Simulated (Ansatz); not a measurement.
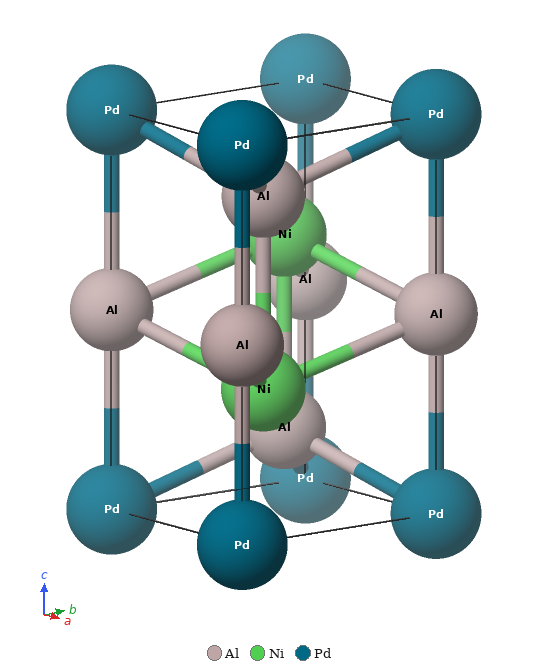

Crystal structure, ball-and-stick style, seen slightly off an axis. Lines trace the edges of the simulation cell.

```xyz
6
Lattice="4.1802 0.0000 0.0000 -2.0901 3.6202 0.0000 0.0000 0.0000 5.1490" Properties=species:S:1:pos:R:3 pbc="T T T"
Al    0.0000    2.4135    0.9397
Al    2.0901    1.2067    4.2093
Al    2.0901    3.6202    2.5745
Ni    0.0000    2.4135    3.4292
Ni    2.0901    1.2067    1.7198
Pd    0.0000    0.0000    5.1490
```

Theory: Ansatz 0.2.0, DFT PBE, scalar-relativistic, plane waves, PAW. Numerical settings: 420 eV cutoff, the zone sampled with 12×12×8 points, Gaussian smearing of 0.1 eV, no spin polarisation (a spin-restricted run, not always the ground state).

### State the Bader charges by element.

Al +1.65 e; Ni -1.41 e; Pd -2.13 e.

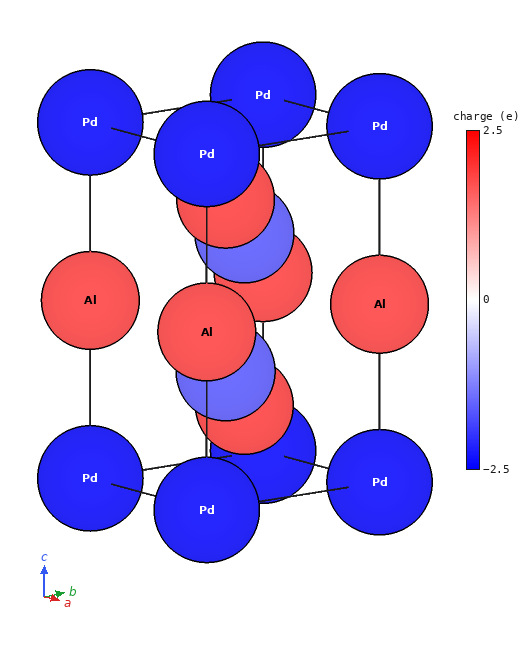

The atoms coloured by those charges.

Its origin is a structure type filled with these elements by a generator (whether the compound takes this form wasn't checked). Earlier steps of the study, as a rule a relaxation of our own, may have changed the cell and positions, so they can lie some per cent off the listed ones. An electronic-structure calculation with Ansatz was run on it.
